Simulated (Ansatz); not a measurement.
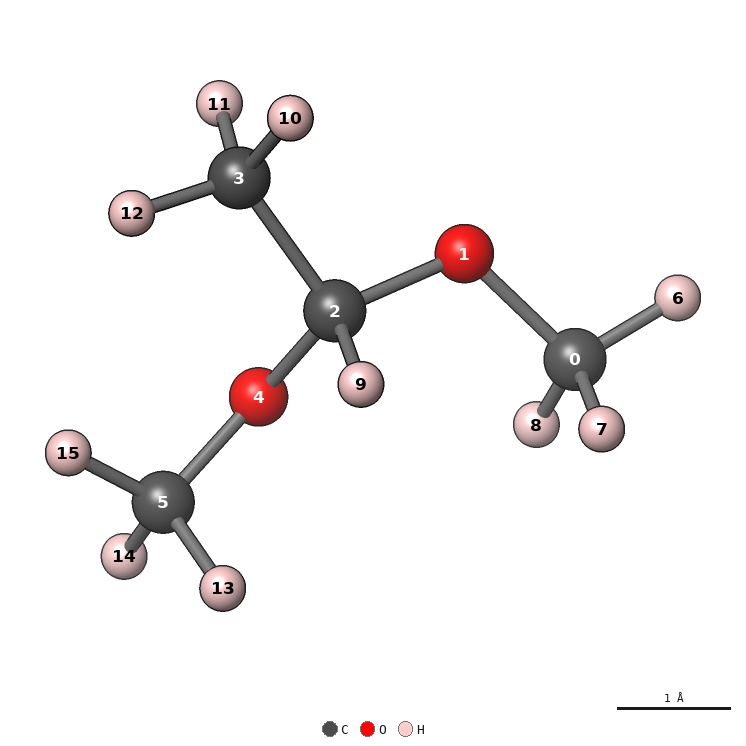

Starting geometry of the run. Atoms are numbered from 0, in the order of the input.

Input file:

```yaml
crystal:
  periodic: [false, false, false]
  atoms:
    - {symbol: C, position_ang: [-1.257653, -1.378663, 1.294166]}
    - {symbol: O, position_ang: [-0.385650, -1.421493, 0.190522]}
    - {symbol: C, position_ang: [0.293184, -0.276055, -0.069416]}
    - {symbol: C, position_ang: [1.337566, -0.590209, -1.164778]}
    - {symbol: O, position_ang: [-0.582845, 0.762237, -0.450206]}
    - {symbol: C, position_ang: [-0.169374, 2.022152, -0.264834]}
    - {symbol: H, position_ang: [-1.668750, -2.394813, 1.450878]}
    - {symbol: H, position_ang: [-0.698813, -1.090047, 2.194437]}
    - {symbol: H, position_ang: [-2.022919, -0.706335, 1.098069]}
    - {symbol: H, position_ang: [0.796574, 0.042129, 0.827646]}
    - {symbol: H, position_ang: [2.093345, -1.302004, -0.845821]}
    - {symbol: H, position_ang: [0.769194, -0.951036, -2.048427]}
    - {symbol: H, position_ang: [1.899583, 0.280947, -1.458946]}
    - {symbol: H, position_ang: [0.089077, 2.226595, 0.845781]}
    - {symbol: H, position_ang: [-1.032888, 2.626950, -0.581008]}
    - {symbol: H, position_ang: [0.708350, 2.255476, -0.883463]}
basis:
  gaussian: {orbitals: aug-cc-pVTZ}
hamiltonian: {xc: {name: BLYP}, dispersion: d3bj}
output: {forces: true}
```

Command:

```sh
ansatz run in.yaml --threads 2 --pin off --events-out ev --progress --plain --max-ram 22528MiB --backend cuda --devices 0, --max-vram 18GiB
```

Result:

```
Functional definition: BLYP
  name "BLYP"
  cite "Becke, Phys. Rev. A 38, 3098 (1988) doi:10.1103/PhysRevA.38.3098"
  cite "Lee, Yang & Parr, Phys. Rev. B 37, 785 (1988) doi:10.1103/PhysRevB.37.785"
  parameter beta = 0.0042
  parameter a = 0.04918
  parameter b = 0.132
  parameter c = 0.2533
  parameter d = 0.349
  exchange = b88_x(beta = beta)
  correlation = lyp_c(a = a, b = b, c = c, d = d)
1866 factors; their error is unknown
mean field evaluation 1: about -8383.7079 eV, gradient 9.7e1 eV
mean field evaluation 2: about -8294.9757 eV, gradient 2.0e2 eV
mean field evaluation 4: about -8404.0324 eV, gradient 1.4e1 eV
mean field evaluation 8: about -8404.4109 eV, gradient 2.7e-1 eV
mean field evaluation 16: about -8404.3537 eV, gradient 1.1e-2 eV
mean field -8404.35374922 eV, -308.8543036082 hartree, gradient 3.4e-5 eV, S^2 0.000000; 0 other end points of the search recorded, 0 dependent functions left out
the calculation of the forces begins
reference -8404.35423490 eV, -308.8543214565 hartree; 25, 25 occupied and 481, 481 virtual orbitals, 1866 factors
Total energy: -8404.95062714 eV, -308.8762384673 hartree
Atom 0 at    -1.257653    -1.378663     1.294166 Å, force     0.887482    -1.524431     0.943418 eV/Å
Atom 1 at    -0.385650    -1.421493     0.190522 Å, force    -0.380922    -1.693018    -0.805929 eV/Å
Atom 2 at     0.293184    -0.276055    -0.069416 Å, force     1.745847     0.238731    -0.651745 eV/Å
Atom 3 at     1.337566    -0.590209    -1.164778 Å, force    -0.843436    -0.084634    -0.409247 eV/Å
Atom 4 at    -0.582845     0.762237    -0.450206 Å, force    -1.709866    -2.837876    -0.742664 eV/Å
Atom 5 at    -0.169374     2.022152    -0.264834 Å, force     0.638725     2.493323     1.349364 eV/Å
Atom 6 at    -1.668750    -2.394813     1.450878 Å, force     0.176307     0.340908    -0.158191 eV/Å
Atom 7 at    -0.698813    -1.090047     2.194437 Å, force    -0.044187     0.115665     0.230791 eV/Å
Atom 8 at    -2.022919    -0.706335     1.098069 Å, force    -1.732263     1.403351    -0.128250 eV/Å
Atom 9 at     0.796574     0.042129     0.827646 Å, force     0.568871     0.516125     0.984032 eV/Å
Atom 10 at     2.093345    -1.302004    -0.845821 Å, force    -0.126626    -0.470428     0.186580 eV/Å
Atom 11 at     0.769194    -0.951036    -2.048427 Å, force     0.427293    -0.038292     0.313856 eV/Å
Atom 12 at     1.899583     0.280947    -1.458946 Å, force     0.075524     0.716698    -0.125087 eV/Å
Atom 13 at     0.089077     2.226595     0.845781 Å, force    -0.238720     0.024330    -1.191755 eV/Å
Atom 14 at    -1.032888     2.626950    -0.581008 Å, force     0.386082     0.434063     0.206047 eV/Å
Atom 15 at     0.708350     2.255476    -0.883463 Å, force     0.169889     0.365483    -0.001218 eV/Å
Dipole moment:     0.121967     0.160353     0.204603 e Å
```

The run converged.
